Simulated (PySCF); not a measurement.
```yaml
atoms:
  - { symbol: C, position_ang: [-1.9384, -0.7927, -0.3809] }
  - { symbol: Al, position_ang: [0.9041, 0.2299, -0.2376] }
  - { symbol: N, position_ang: [-0.8162, -0.3891, -0.3249] }
  - { symbol: H, position_ang: [1.7405, -0.1868, 1.0364] }
  - { symbol: H, position_ang: [1.3947, 1.1242, -1.4442] }
```

Geometry: BLYP-D3(BJ)/def2-SVP.

Level of theory: Gaussian-basis quantum chemistry of an isolated molecule with PySCF, energy and nuclear gradient, functional PBE0 in PySCF 2.14.0.

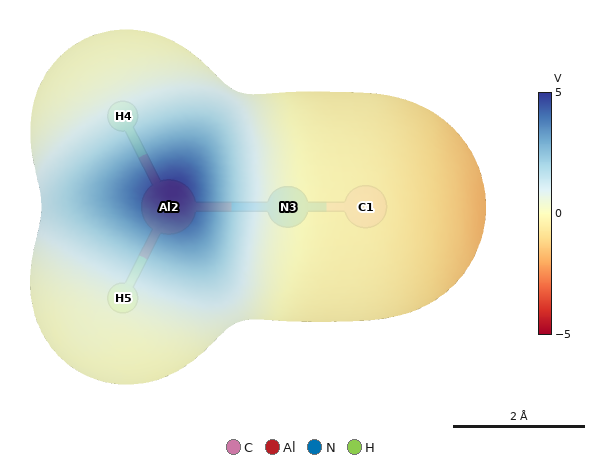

CH$_{2}$AlN. The molecular electrostatic potential painted on the density surface at 0.002 e/bohr³, seen at a tilt; red is negative and blue positive.

**Describe the electrostatic potential map.**

The most negative region (about −1.7 V) lies over C1, the most positive (about +4.9 V) over Al2.

**What dipole moment does the calculation give?**

Its dipole moment is 3.17 D.
